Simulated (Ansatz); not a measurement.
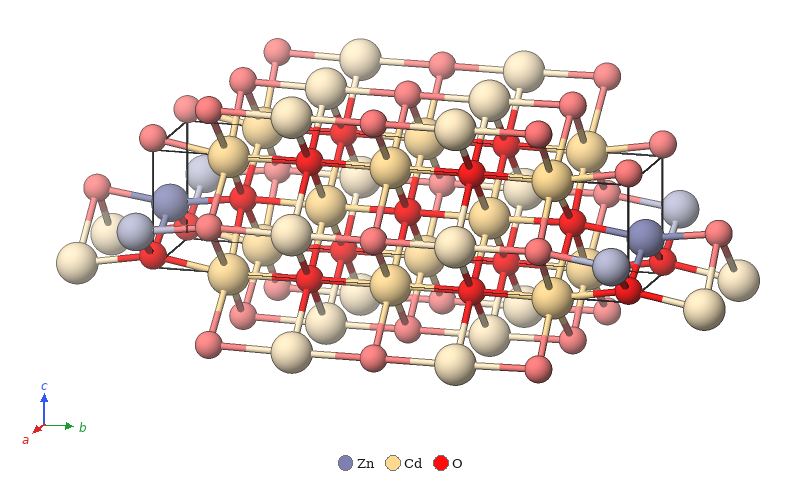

Crystal structure, ball-and-stick style, seen slightly off an axis. The wireframe shows the conventional unit cell. Atoms of adjacent cells appear where they bond to atoms in the box, in fainter colours.

ZnCd5O6, space group Pmm2 (No. 25), a = 3.380 Å, b = 13.856 Å, c = 3.388 Å, α = 90.00°, β = 90.00°, γ = 90.00°. The cell started as a structure type filled with these elements by a generator (whether the compound takes this form wasn't checked). Earlier steps of the study, as a rule a relaxation of our own, may have changed the cell and positions, so they can lie some per cent off the listed ones. Ansatz was used for an electronic-structure calculation on it.

This one geometry was computed with Ansatz (DFT, plane waves, PAW) at three levels of theory: PBE, r2SCAN and LDA.

Which level gives the highest pressure at this volume, and what does that say about its equilibrium volume?

Answer. Highest: PBE (0.0 GPa), which points to the largest equilibrium volume. Lowest, with the smallest volume: LDA (-11.4 GPa). Levels within 0.5 GPa of each other can't be told apart.

How does the band gap change with the level of theory?

Answer. All levels give a metal, though semilocal functionals underestimate gaps and can close a small one.

Collect the results in a table.

Answer.
| level | cutoff (eV) | k-mesh of the run's cell | gap (eV) | pressure (GPa) |
| --- | --- | --- | --- | --- |
| PBE | 420 | 12×4×12 | metal | 0.0 |
| r2SCAN | 500 | 12×4×12 | metal | -5.4 |
| LDA | 420 | 12×4×12 | metal | -11.4 |

Gaps are taken on the k-mesh or band path of each run.
